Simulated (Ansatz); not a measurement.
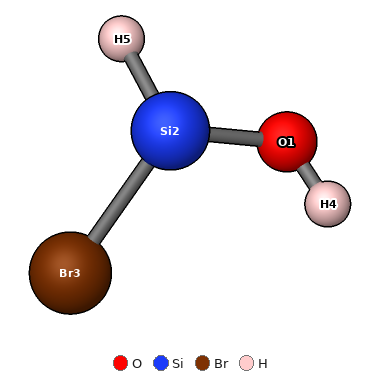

The system is BrH2OSi, SMILES O[SiH]Br, spin multiplicity 2; the picture shows the reference structure. 
- First axis: bond length O1–Si2. Second axis: bond length Si2–Br3.
- Nothing is relaxed (all other coordinates rigid).
- The scan uses a 9 × 9 grid.
- Points are written as (first, second).
- All energies are given in kcal/mol relative to the lowest grid point.
- These are results of UKS B3LYP-D4/def2-TZVP (Ansatz 0.2.0), not measurements.

Its coordinates:

```xyz
5

O    -1.1855    0.0607   -0.1534
Si    0.4023    0.4929   -0.1552
Br    1.7412   -1.3192   -0.0340
H    -1.4909   -0.5954   -0.7872
H     0.5828    1.2874    1.0884
```

Range: bond length O1–Si2 from 1.448 to 2.057 Å; bond length Si2–Br3 from 1.850 to 3.385 Å.

### Predict the map.

The lowest grid point is at (1.676 Å, 2.234 Å). It is the only kind of minimum in the scanned range. The highest grid point, (2.057 Å, 3.385 Å), lies 79 kcal/mol above the lowest. Round the minimum the two coordinates are weakly coupled (coupling 0.06 in units of the two stiffnesses).

| bond length Si2–Br3 ↓, bond length O1–Si2 → | 1.448 | 1.524 | 1.600 | 1.676 | 1.753 | 1.829 | 1.905 | 1.981 | 2.057 |
| --- | --- | --- | --- | --- | --- | --- | --- | --- | --- |
| 3.385 | 62 | 50 | 45 | 45 | 49 | 55 | 63 | 70 | 79 |
| 3.193 | 56 | 43 | 38 | 39 | 43 | 49 | 56 | 64 | 72 |
| 3.001 | 47 | 35 | 30 | 30 | 34 | 40 | 48 | 55 | 64 |
| 2.809 | 38 | 26 | 21 | 21 | 25 | 31 | 38 | 46 | 54 |
| 2.617 | 30 | 16 | 11 | 11 | 15 | 21 | 28 | 35 | 43 |
| 2.426 | 22 | 9 | 3 | 3 | 7 | 12 | 19 | 26 | 34 |
| 2.234 | 20 | 6 | 1 | 0 | 3 | 8 | 15 | 22 | 30 |
| 2.042 | 30 | 16 | 10 | 9 | 11 | 16 | 22 | 29 | 37 |
| 1.850 | 67 | 52 | 45 | 44 | 46 | 51 | 56 | 63 | 70 |

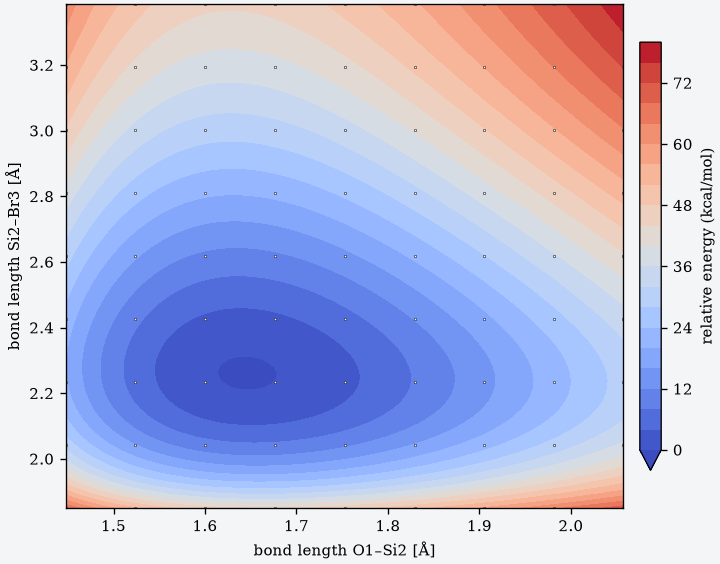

Drawn: filled contours, dots at the grid points. Between grid points the surface is interpolated.

Each point was launched as `ansatz run input.yaml --threads 1 --pin off --max-ram 2560MiB --backend cpu --events-out ev --progress --plain --runs-dir out`. Time for the 81 points that were run: 13 min on 1 thread of Arm Neoverse V1, on a shared host.
